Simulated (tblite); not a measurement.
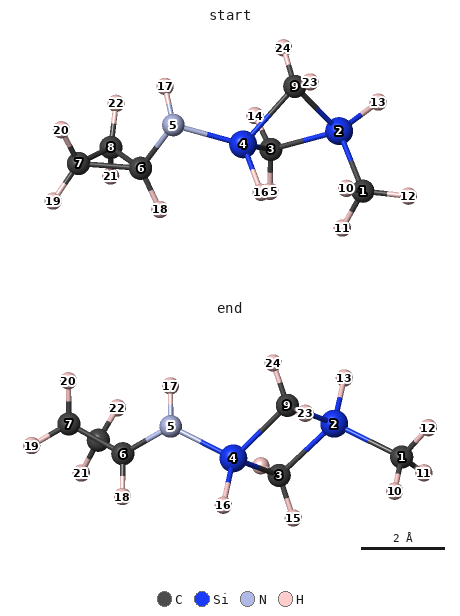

The structure of C₆H₁₅NSi₂ before (top) and after (bottom) a relaxation, at one scale.

Style: ball-and-stick. Shown face on.

These are results of GFN2-xTB geometry optimisation, gas phase in tblite, not measurements. 

What changed between the two?

Answer. The atom that moves furthest after the best rigid fit is H11 (2.44 Å). Largest moves by element: H 2.44 Å, C 1.21 Å, Si 0.57 Å, N 0.35 Å. Near-neighbour distances that change, for instance: C3–Si4 1.865 → 1.923 Å, N5–C6 1.471 → 1.420 Å, C1–Si2 1.848 → 1.895 Å, C1–H10 1.132 → 1.086 Å. Bond angles that change, for instance: Si4–N5–C6 106.7° → 123.7°, H23–C9–H24 117.2° → 106.5°, H14–C3–H15 117.1° → 106.4°. Groups turn about C1–Si2 by about 50°, C3–Si4 by about 40°, Si4–C9 by about 35°. The energy falls by 1.402 eV in 172 geometry steps.
